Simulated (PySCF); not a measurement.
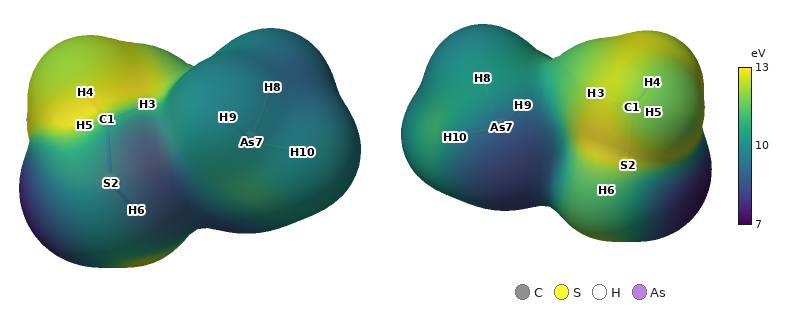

CH$_{7}$AsS, SMILES `CS.[AsH3]`. Average local ionisation energy on the surface of electron density 0.001 a.u. (back view left, front view right).

PySCF calculation, B3LYP/def2-SVPD, gas phase; geometry: GFN2-xTB. The pair's geometry is semi-empirical, so its contact may be too short or too long. GFN2-xTB bond lengths at metals and heavier atoms can be off by up to 0.1 Å and shapes distorted, which carries into these values.

Coordinates in Å:

```
C1      -2.0688    1.1554   -0.0206
S2      -2.0984   -0.6608    0.0755
H3      -1.0477    1.4991   -0.1918
H4      -2.4265    1.5187    0.9375
H5      -2.7294    1.4899   -0.8141
H6      -1.6804   -0.8776   -1.1708
As7      1.4522   -0.0195   -0.0496
H8       2.1198    1.3139    0.0979
H9       1.0891    0.0227    1.3970
H10      2.7407   -0.6835    0.2955
```

Where are the most loosely bound electrons on this surface?

The lowest value is 7.3 eV, 2.3 Å from S2. Further minima include 8.0 eV, 2.4 Å from As7; 8.2 eV, near S2 (2.28 Å) and H9 (2.50 Å); 8.9 eV, near H8 (1.89 Å), H10 (1.96 Å) and H9 (2.09 Å), over As7 (2.4 Å). For comparison, the highest occupied orbital lies at −6.5 eV.

What volume does the surface enclose, and what is the dipole moment?

About 130 Å³; the dipole moment is 1.3 D.
